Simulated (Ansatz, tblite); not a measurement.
# Sn29H36 other disc (AlSn₂₈H₃₆): one state, many levels

Aim: run the doublet of Sn29H36 other disc (AlSn₂₈H₃₆) at one geometry on many levels, and compare frontier levels, spin and run time.

The runs use Ansatz 0.2.0, Gaussian basis; as each input shows.

The runs, in order: GFN1-xTB, GFN2-xTB, PBE-D4/def2-SVP, r2SCAN-D4/def2-SVP, B3LYP-D4/def2-SVP, r2SCAN-D4/def2-mTZVP.

1 further run of the same task is left out (set aside as unsound or not needed). Runs told in other sessions of the task aren't counted.

## Step 1: The relaxed structure

The geometry is that of the doublet, from an earlier relaxation (PBE-D4/def2-SVP).

65 atoms, charge 0, spin multiplicity 2.

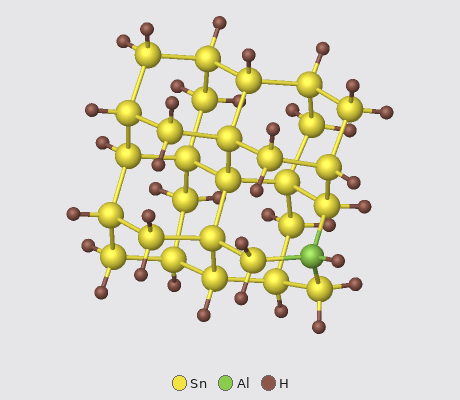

The structure; tin yellow, aluminium green, hydrogen brown.

Sn takes a core potential in the def2 sets. No spin-orbit coupling is included.

PBE0-D4/def2-SVP was run before; its log isn't repeated, and its numbers join the tables.

## Step 2: GFN1-xTB

Tight binding, by tblite at 300 K electronic temperature and without a spin-polarisation term:

```python
tblite.interface.Calculator('GFN1-xTB', numbers, positions, charge=0, uhf=1).singlepoint()
```

Energy -2491.7081 eV; 0.91 s.

## Step 3: GFN2-xTB

Tight binding, by tblite at 300 K electronic temperature and without a spin-polarisation term:

```python
tblite.interface.Calculator('GFN2-xTB', numbers, positions, charge=0, uhf=1).singlepoint()
```

Energy -2149.4077 eV; 2.7 s.

## Step 4: PBE-D4/def2-SVP

start.molden holds the orbitals of an earlier run on this state, given as this run's starting guess.

Contents of in.yaml:

```yaml
crystal:
  periodic: [false, false, false]
  atoms:
    - {symbol: Sn, position_ang: [-4.942604, -1.608425, 1.633369]}
    - {symbol: Sn, position_ang: [-1.630571, -4.962128, 1.620374]}
    - {symbol: Sn, position_ang: [-1.712094, -1.723668, -1.643298]}
    - {symbol: Sn, position_ang: [-4.868338, 1.666587, -1.638505]}
    - {symbol: Sn, position_ang: [-1.600990, 1.583806, 1.607152]}
    - {symbol: Sn, position_ang: [-1.495767, 4.924077, -1.586418]}
    - {symbol: Sn, position_ang: [1.662219, -4.891297, -1.640220]}
    - {symbol: Sn, position_ang: [1.639333, -1.635495, 1.675885]}
    - {symbol: Sn, position_ang: [4.908457, -1.471774, -1.518319]}
    - {symbol: Sn, position_ang: [1.550542, 1.448749, -1.767969]}
    - {symbol: Sn, position_ang: [1.829297, 4.676873, 1.635107]}
    - {symbol: Al, position_ang: [4.671100, 1.832131, 1.962380]}
    - {symbol: Sn, position_ang: [-6.522473, 0.060655, -0.007317]}
    - {symbol: Sn, position_ang: [0.035633, -6.542586, -0.023970]}
    - {symbol: Sn, position_ang: [-3.370402, -0.094749, -3.251298]}
    - {symbol: Sn, position_ang: [-0.157433, -3.456593, -3.247023]}
    - {symbol: Sn, position_ang: [-3.310605, -3.302581, 0.069296]}
    - {symbol: Sn, position_ang: [-3.367408, 0.093089, 3.235305]}
    - {symbol: Sn, position_ang: [0.068490, -3.394643, 3.232638]}
    - {symbol: Sn, position_ang: [-0.036526, -0.117570, -0.023663]}
    - {symbol: Sn, position_ang: [0.114594, 3.358680, -3.286515]}
    - {symbol: Sn, position_ang: [-3.172113, 3.260476, -0.036542]}
    - {symbol: Sn, position_ang: [0.009023, 3.238031, 3.236243]}
    - {symbol: Sn, position_ang: [0.287898, 6.424966, 0.007216]}
    - {symbol: Sn, position_ang: [3.306265, -0.083208, -3.368493]}
    - {symbol: Sn, position_ang: [3.255634, -3.208031, -0.022497]}
    - {symbol: Sn, position_ang: [3.344442, -0.057707, 3.296399]}
    - {symbol: Sn, position_ang: [6.156167, 0.565961, 0.005422]}
    - {symbol: Sn, position_ang: [3.289915, 2.964909, -0.134959]}
    - {symbol: H, position_ang: [-5.985223, -2.569236, 2.651205]}
    - {symbol: H, position_ang: [-2.621751, -5.999901, 2.614297]}
    - {symbol: H, position_ang: [-5.856631, 2.699047, -2.640289]}
    - {symbol: H, position_ang: [-2.448144, 6.038077, -2.534905]}
    - {symbol: H, position_ang: [2.668590, -5.891351, -2.657475]}
    - {symbol: H, position_ang: [6.163198, -2.351300, -2.355697]}
    - {symbol: H, position_ang: [2.944096, 5.595031, 2.612416]}
    - {symbol: H, position_ang: [5.426249, 3.005159, 2.765028]}
    - {symbol: H, position_ang: [-7.564040, -0.894910, -1.020163]}
    - {symbol: H, position_ang: [-7.544283, 1.057720, 0.984879]}
    - {symbol: H, position_ang: [-0.922246, -7.581387, -1.038035]}
    - {symbol: H, position_ang: [1.008732, -7.571826, 0.984724]}
    - {symbol: H, position_ang: [-4.467179, -1.119654, -4.131475]}
    - {symbol: H, position_ang: [-2.420661, 0.765659, -4.425062]}
    - {symbol: H, position_ang: [-1.238476, -4.586075, -4.011463]}
    - {symbol: H, position_ang: [0.629651, -2.568094, -4.514670]}
    - {symbol: H, position_ang: [-4.352932, -4.303110, -0.911554]}
    - {symbol: H, position_ang: [-2.479267, -0.790487, 4.437607]}
    - {symbol: H, position_ang: [-4.397750, 1.218164, 4.072269]}
    - {symbol: H, position_ang: [-0.837172, -2.511379, 4.423945]}
    - {symbol: H, position_ang: [1.147875, -4.454223, 4.093517]}
    - {symbol: H, position_ang: [-0.829899, 2.552647, -4.501482]}
    - {symbol: H, position_ang: [1.271007, 4.367227, -4.106205]}
    - {symbol: H, position_ang: [-4.162039, 4.285921, 0.972901]}
    - {symbol: H, position_ang: [-1.021876, 4.401085, 4.018876]}
    - {symbol: H, position_ang: [0.811554, 2.335843, 4.480953]}
    - {symbol: H, position_ang: [-0.556815, 7.523921, 1.061109]}
    - {symbol: H, position_ang: [1.339086, 7.377108, -0.997974]}
    - {symbol: H, position_ang: [2.427730, -1.104354, -4.464431]}
    - {symbol: H, position_ang: [4.252543, 1.023091, -4.319974]}
    - {symbol: H, position_ang: [4.288190, -4.233647, 0.943010]}
    - {symbol: H, position_ang: [4.419630, -1.273616, 3.928218]}
    - {symbol: H, position_ang: [2.382463, 0.439840, 4.655969]}
    - {symbol: H, position_ang: [7.482089, -0.126506, 0.919790]}
    - {symbol: H, position_ang: [6.892242, 1.653415, -1.140538]}
    - {symbol: H, position_ang: [4.262975, 4.030868, -1.118003]}
basis:
  gaussian: {orbitals: def2-SVP, fitting: {mean_field: def2-universal-jkfit}, initial_orbitals: start.molden}
magnetization: {spin_polarized: true, initial_magnetization: 1}
hamiltonian: {xc: pbe, dispersion: d4}
scf: {omitted_lower_state_checks: [starts]}
output: {orbitals: {seedname: orbitals}}
```

Command:

```
> ansatz run in.yaml --threads 11 --pin off --events-out ev --progress --plain --max-ram 174080MiB --backend cuda --devices 0, --max-vram 75GiB
```

The program printed:

```text
Functional definition: PBE
  name "PBE"
  cite "Perdew, Burke & Ernzerhof, Phys. Rev. Lett. 77, 3865 (1996) doi:10.1103/PhysRevLett.77.3865"
  parent pbe
  parameter kappa = 0.804
  parameter beta = 0.06672455060314922
  exchange = pbe_x(kappa = kappa, mu = beta*pi^2/3)
  correlation = pbe_c(beta = beta)
these checks for a lower state are left out or cut short: starts
6880 factors; integrals over basis functions are off by at most 3.3e-1 eV
mean field evaluation 1: about -170469.3391 eV, gradient 1.1e1 eV
mean field evaluation 2: about -170470.3059 eV, gradient 7.8e-1 eV
mean field evaluation 4: about -170470.2891 eV, gradient 2.2e-2 eV
mean field -170470.28909423 eV, -6264.6675753009 hartree, gradient 8.2e-5 eV, S^2 0.752284; 0 other end points of the search recorded, 0 dependent functions left out
reference -170470.28925418 eV, -6264.6675811788 hartree; 333, 332 occupied and 593, 594 virtual orbitals, 6880 factors
Total energy: -170475.75878093 eV, -6264.8685825796 hartree
Checks for a lower state left out: starts
```

It took 11 s on 1 × H100 with 11 threads of AMD EPYC 7R13, shared host; peak host memory 1.8 GiB.

Report: HOMO -5.27 eV, LUMO -4.91 eV (over both spins); ⟨S²⟩ 0.752 (pure: 0.75).

## Step 5: r2SCAN-D4/def2-SVP

in.yaml: that of step 4 with these lines changed.

```diff
@@ -71,4 +71,4 @@
 magnetization: {spin_polarized: true, initial_magnetization: 1}
-hamiltonian: {xc: pbe, dispersion: d4}
+hamiltonian: {xc: r2scan, dispersion: d4}
 scf: {omitted_lower_state_checks: [starts]}
-output: {orbitals: {seedname: orbitals}}
+output: {forces: true, orbitals: {seedname: orbitals}}
```

Launched as before.

The program printed:

```text
Functional definition: r2SCAN
  name "r2SCAN"
  cite "Furness, Kaplan, Ning, Perdew & Sun, J. Phys. Chem. Lett. 11, 8208 (2020) doi:10.1021/acs.jpclett.0c02405"
  cite "Furness, Kaplan, Ning, Perdew & Sun, J. Phys. Chem. Lett. 11, 9248 (2020) doi:10.1021/acs.jpclett.0c03077"
  parent r2scan
  parameter k0 = 0.174
  parameter k1 = 0.065
  parameter a1 = 4.9479
  exchange = r2scan_x(k0 = k0, k1 = k1, a1 = a1)
  correlation = r2scan_c
these checks for a lower state are left out or cut short: starts
6880 factors; integrals over basis functions are off by at most 3.3e-1 eV
mean field evaluation 1: about -170539.1509 eV, gradient 8.5e0 eV
mean field evaluation 2: about -170539.5560 eV, gradient 4.0e-1 eV
mean field evaluation 4: about -170539.5642 eV, gradient 4.7e-3 eV
mean field -170539.56423258 eV, -6267.2133896789 hartree, gradient 2.6e-5 eV, S^2 0.757054; 0 other end points of the search recorded, 0 dependent functions left out
the calculation of the forces begins
reference -170539.56428787 eV, -6267.2133917109 hartree; 333, 332 occupied and 593, 594 virtual orbitals, 6880 factors
Total energy: -170541.11443894 eV, -6267.2703587119 hartree
Atom 0 at    -4.942604    -1.608425     1.633369 Å, force    -0.073725    -0.041001     0.060135 eV/Å
Atom 1 at    -1.630571    -4.962128     1.620374 Å, force    -0.041413    -0.065349     0.052341 eV/Å
Atom 2 at    -1.712094    -1.723668    -1.643298 Å, force    -0.015970    -0.016389    -0.031850 eV/Å
Atom 3 at    -4.868338     1.666587    -1.638505 Å, force    -0.072905     0.045342    -0.052237 eV/Å
Atom 4 at    -1.600990     1.583806     1.607152 Å, force    -0.027940     0.027161     0.042979 eV/Å
Atom 5 at    -1.495767     4.924077    -1.586418 Å, force    -0.034829     0.079497    -0.062306 eV/Å
Atom 6 at     1.662219    -4.891297    -1.640220 Å, force     0.033411    -0.080132    -0.060948 eV/Å
Atom 7 at     1.639333    -1.635495     1.675885 Å, force     0.017884    -0.026759     0.032952 eV/Å
Atom 8 at     4.908457    -1.471774    -1.518319 Å, force     0.077480    -0.031036    -0.066238 eV/Å
Atom 9 at     1.550542     1.448749    -1.767969 Å, force     0.054928     0.038640    -0.024174 eV/Å
Atom 10 at     1.829297     4.676873     1.635107 Å, force     0.042595     0.081730     0.055892 eV/Å
Atom 11 at     4.671100     1.832131     1.962380 Å, force     0.079101     0.071498     0.040830 eV/Å
Atom 12 at    -6.522473     0.060655    -0.007317 Å, force    -0.104586    -0.000479    -0.004788 eV/Å
Atom 13 at     0.035633    -6.542586    -0.023970 Å, force    -0.002262    -0.109427     0.002941 eV/Å
Atom 14 at    -3.370402    -0.094749    -3.251298 Å, force    -0.022466    -0.016806    -0.110582 eV/Å
Atom 15 at    -0.157433    -3.456593    -3.247023 Å, force    -0.016568    -0.017920    -0.110216 eV/Å
Atom 16 at    -3.310605    -3.302581     0.069296 Å, force    -0.065246    -0.064998    -0.039629 eV/Å
Atom 17 at    -3.367408     0.093089     3.235305 Å, force    -0.020166     0.017597     0.107004 eV/Å
Atom 18 at     0.068490    -3.394643     3.232638 Å, force     0.012732    -0.029048     0.115706 eV/Å
Atom 19 at    -0.036526    -0.117570    -0.023663 Å, force    -0.000474     0.002923    -0.008986 eV/Å
Atom 20 at     0.114594     3.358680    -3.286515 Å, force     0.011112     0.017420    -0.109927 eV/Å
Atom 21 at    -3.172113     3.260476    -0.036542 Å, force    -0.065659     0.074838     0.038047 eV/Å
Atom 22 at     0.009023     3.238031     3.236243 Å, force    -0.012773     0.029126     0.102800 eV/Å
Atom 23 at     0.287898     6.424966     0.007216 Å, force     0.007849     0.104549     0.011686 eV/Å
Atom 24 at     3.306265    -0.083208    -3.368493 Å, force     0.013412     0.009080    -0.112178 eV/Å
Atom 25 at     3.255634    -3.208031    -0.022497 Å, force     0.083252    -0.066345     0.039178 eV/Å
Atom 26 at     3.344442    -0.057707     3.296399 Å, force    -0.038764    -0.082292     0.132835 eV/Å
Atom 27 at     6.156167     0.565961     0.005422 Å, force     0.162719    -0.000251    -0.045431 eV/Å
Atom 28 at     3.289915     2.964909    -0.134959 Å, force    -0.003541     0.125898    -0.070703 eV/Å
Atom 29 at    -5.985223    -2.569236     2.651205 Å, force     0.116914     0.108023    -0.114273 eV/Å
Atom 30 at    -2.621751    -5.999901     2.614297 Å, force     0.111714     0.116225    -0.111188 eV/Å
Atom 31 at    -5.856631     2.699047    -2.640289 Å, force     0.112005    -0.114986     0.111091 eV/Å
Atom 32 at    -2.448144     6.038077    -2.534905 Å, force     0.107767    -0.130687     0.107909 eV/Å
Atom 33 at     2.668590    -5.891351    -2.657475 Å, force    -0.110836     0.114560     0.115024 eV/Å
Atom 34 at     6.163198    -2.351300    -2.355697 Å, force    -0.147144     0.097637     0.099145 eV/Å
Atom 35 at     2.944096     5.595031     2.612416 Å, force    -0.125138    -0.106641    -0.115244 eV/Å
Atom 36 at     5.426249     3.005159     2.765028 Å, force    -0.068171    -0.128642    -0.083723 eV/Å
Atom 37 at    -7.564040    -0.894910    -1.020163 Å, force     0.118063     0.110549     0.117432 eV/Å
Atom 38 at    -7.544283     1.057720     0.984879 Å, force     0.115274    -0.112605    -0.113163 eV/Å
Atom 39 at    -0.922246    -7.581387    -1.038035 Å, force     0.111335     0.119673     0.113935 eV/Å
Atom 40 at     1.008732    -7.571826     0.984724 Å, force    -0.107974     0.117773    -0.115769 eV/Å
Atom 41 at    -4.467179    -1.119654    -4.131475 Å, force     0.124348     0.116839     0.098546 eV/Å
Atom 42 at    -2.420661     0.765659    -4.425062 Å, force    -0.119225    -0.113511     0.134485 eV/Å
Atom 43 at    -1.238476    -4.586075    -4.011463 Å, force     0.116232     0.119742     0.087493 eV/Å
Atom 44 at     0.629651    -2.568094    -4.514670 Å, force    -0.109562    -0.114487     0.139607 eV/Å
Atom 45 at    -4.352932    -4.303110    -0.911554 Å, force     0.113765     0.110217     0.107597 eV/Å
Atom 46 at    -2.479267    -0.790487     4.437607 Å, force    -0.116509     0.119271    -0.134484 eV/Å
Atom 47 at    -4.397750     1.218164     4.072269 Å, force     0.113363    -0.127187    -0.092363 eV/Å
Atom 48 at    -0.837172    -2.511379     4.423945 Å, force     0.118471    -0.115737    -0.134597 eV/Å
Atom 49 at     1.147875    -4.454223     4.093517 Å, force    -0.122393     0.118364    -0.095007 eV/Å
Atom 50 at    -0.829899     2.552647    -4.501482 Å, force     0.124322     0.108062     0.134180 eV/Å
Atom 51 at     1.271007     4.367227    -4.106205 Å, force    -0.130458    -0.112601     0.094162 eV/Å
Atom 52 at    -4.162039     4.285921     0.972901 Å, force     0.110198    -0.115547    -0.111973 eV/Å
Atom 53 at    -1.021876     4.401085     4.018876 Å, force     0.112381    -0.125211    -0.081380 eV/Å
Atom 54 at     0.811554     2.335843     4.480953 Å, force    -0.101078     0.112104    -0.144530 eV/Å
Atom 55 at    -0.556815     7.523921     1.061109 Å, force     0.099590    -0.130139    -0.124525 eV/Å
Atom 56 at     1.339086     7.377108    -0.997974 Å, force    -0.120258    -0.112908     0.115066 eV/Å
Atom 57 at     2.427730    -1.104354    -4.464431 Å, force     0.126257     0.137741     0.138887 eV/Å
Atom 58 at     4.252543     1.023091    -4.319974 Å, force    -0.108179    -0.126509     0.109423 eV/Å
Atom 59 at     4.288190    -4.233647     0.943010 Å, force    -0.119940     0.113559    -0.107335 eV/Å
Atom 60 at     4.419630    -1.273616     3.928218 Å, force    -0.096436     0.112584    -0.055786 eV/Å
Atom 61 at     2.382463     0.439840     4.655969 Å, force     0.116110    -0.072573    -0.142388 eV/Å
Atom 62 at     7.482089    -0.126506     0.919790 Å, force    -0.151789     0.081858    -0.112897 eV/Å
Atom 63 at     6.892242     1.653415    -1.140538 Å, force    -0.088922    -0.131126     0.136612 eV/Å
Atom 64 at     4.262975     4.030868    -1.118003 Å, force    -0.101284    -0.120750     0.104903 eV/Å
Dipole moment:    -0.289728     0.142600    -0.214491 e Å
Checks for a lower state left out: starts
```

Wall time 15 s (1 × H100 with 11 threads of AMD EPYC 7R13, shared host); peak host memory 2.4 GiB.

From the report: HOMO -5.57 eV, LUMO -4.92 eV (over both spins); ⟨S²⟩ 0.757 (pure: 0.75).

## Step 6: B3LYP-D4/def2-SVP

in.yaml: that of step 5 with these lines changed.

```diff
@@ -71,4 +71,4 @@
 magnetization: {spin_polarized: true, initial_magnetization: 1}
-hamiltonian: {xc: r2scan, dispersion: d4}
+hamiltonian: {xc: {name: B3LYP}, dispersion: d4}
 scf: {omitted_lower_state_checks: [starts]}
-output: {forces: true, orbitals: {seedname: orbitals}}
+output: {orbitals: {seedname: orbitals}}
```

Same command.

The program printed, shortened:

```text
Functional definition: B3LYP
  name "B3LYP"
  cite "Stephens, Devlin, Chabalowski & Frisch, J. Phys. Chem. 98, 11623 (1994) doi:10.1021/j100096a001"
  cite "Becke, Phys. Rev. A 38, 3098 (1988) doi:10.1103/PhysRevA.38.3098"
  cite "Lee, Yang & Parr, Phys. Rev. B 37, 785 (1988) doi:10.1103/PhysRevB.37.785"
  cite "Vosko, Wilk & Nusair, Can. J. Phys. 58, 1200 (1980) doi:10.1139/p80-159"
[...]
6880 factors; integrals over basis functions are off by at most 3.3e-1 eV
[...]
mean field -170531.83150928 eV, -6266.9292173392 hartree, gradient 1.4e-5 eV, S^2 0.753965; 0 other end points of the search recorded, 0 dependent functions left out
reference -170531.83248680 eV, -6266.9292532624 hartree; 333, 332 occupied and 593, 594 virtual orbitals, 6880 factors
Total energy: -170540.78435620 eV, -6267.2582283948 hartree
Checks for a lower state left out: starts
```

Run time: 21 s. Hardware: 1 × H100 with 11 threads of AMD EPYC 7R13, shared host; peak host memory 1.8 GiB.

Report: HOMO -5.91 eV, LUMO -4.61 eV (over both spins); ⟨S²⟩ 0.754 (pure: 0.75).

## Step 7: r2SCAN-D4/def2-mTZVP

in.yaml: that of step 6 with these lines changed.

```diff
@@ -69,5 +69,5 @@
 basis:
-  gaussian: {orbitals: def2-SVP, fitting: {mean_field: def2-universal-jkfit}, initial_orbitals: start.molden}
+  gaussian: {orbitals: def2-mTZVP, fitting: {mean_field: def2-universal-jkfit}, initial_orbitals: start.molden}
 magnetization: {spin_polarized: true, initial_magnetization: 1}
-hamiltonian: {xc: {name: B3LYP}, dispersion: d4}
+hamiltonian: {xc: r2scan, dispersion: d4}
 scf: {omitted_lower_state_checks: [starts]}
```

Same command.

The program printed, shortened:

```text
Functional definition: r2SCAN
  name "r2SCAN"
  cite "Furness, Kaplan, Ning, Perdew & Sun, J. Phys. Chem. Lett. 11, 8208 (2020) doi:10.1021/acs.jpclett.0c02405"
  cite "Furness, Kaplan, Ning, Perdew & Sun, J. Phys. Chem. Lett. 11, 9248 (2020) doi:10.1021/acs.jpclett.0c03077"
  parent r2scan
[...]
6880 factors; integrals over basis functions are off by at most 6.1e-1 eV
[...]
mean field -170544.26410123 eV, -6267.3861066662 hartree, gradient 2.4e-5 eV, S^2 0.757380; 0 other end points of the search recorded, 0 dependent functions left out
reference -170544.26418726 eV, -6267.3861098276 hartree; 333, 332 occupied and 805, 806 virtual orbitals, 6880 factors
Total energy: -170545.81433832 eV, -6267.4430768285 hartree
Checks for a lower state left out: starts
```

It took 15 s on 1 × H100 with 11 threads of AMD EPYC 7R13, shared host; peak host memory 2.6 GiB.

HOMO -5.63 eV, LUMO -4.96 eV (over both spins); ⟨S²⟩ 0.757 (pure: 0.75).

## Step 8: Levels side by side

```tsv
level	functions	HOMO (eV)	LUMO (eV)	gap (eV)	⟨S²⟩	time
PBE-D4/def2-SVP	926	-5.27	-4.91	0.36	0.752	11 s
r2SCAN-D4/def2-SVP	926	-5.57	-4.92	0.65	0.757	15 s
r2SCAN-D4/def2-mTZVP	1138	-5.63	-4.96	0.66	0.757	15 s
B3LYP-D4/def2-SVP	926	-5.91	-4.61	1.30	0.754	21 s
PBE0-D4/def2-SVP	926	-6.13	-4.49	1.64	0.756	33 s
```

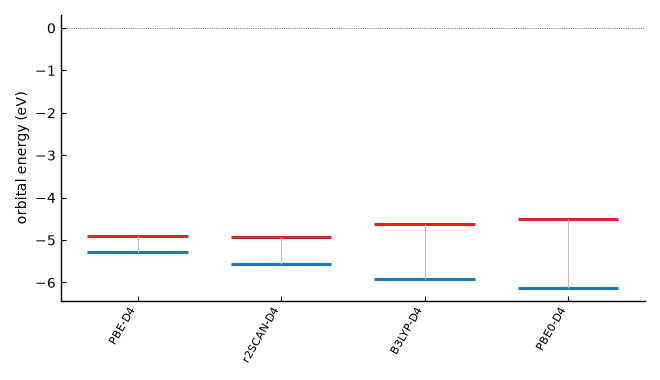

Highest filled (blue) and lowest empty (red) level in def2-SVP, over both spins.

## Step 9: Binding energy

Free atoms were run apart at each level; binding is atoms less cluster, divided by the number of atoms, without zero-point or spin-orbit terms.

```tsv
level	binding an atom (eV)
PBE-D4/def2-SVP	2.488
r2SCAN-D4/def2-SVP	2.480
r2SCAN-D4/def2-mTZVP	2.454
B3LYP-D4/def2-SVP	2.464
PBE0-D4/def2-SVP	2.482
```

## Step 10: Outcome

| quantity | value |
| --- | --- |
| gap in def2-SVP, named functionals, smallest and largest | 0.36 eV (PBE-D4), 1.64 eV (PBE0-D4) |
| binding an atom, functionals in def2-SVP | 2.46 (B3LYP-D4) to 2.49 eV (PBE-D4) |
| ⟨S²⟩ in def2-SVP, named functionals, smallest and largest | 0.752, 0.757 |

**Reading.** Over the named functionals in def2-SVP the gap runs from 0.36 eV (PBE-D4) to 1.64 eV (PBE0-D4); exact exchange widens it. Over the named functionals in def2-SVP spin contamination reaches 0.01 (r2SCAN-D4), which is small.

The slowest run with a step of its own, B3LYP-D4/def2-SVP, took 21 s; the quickest functional in def2-SVP took 11 s (shared host).
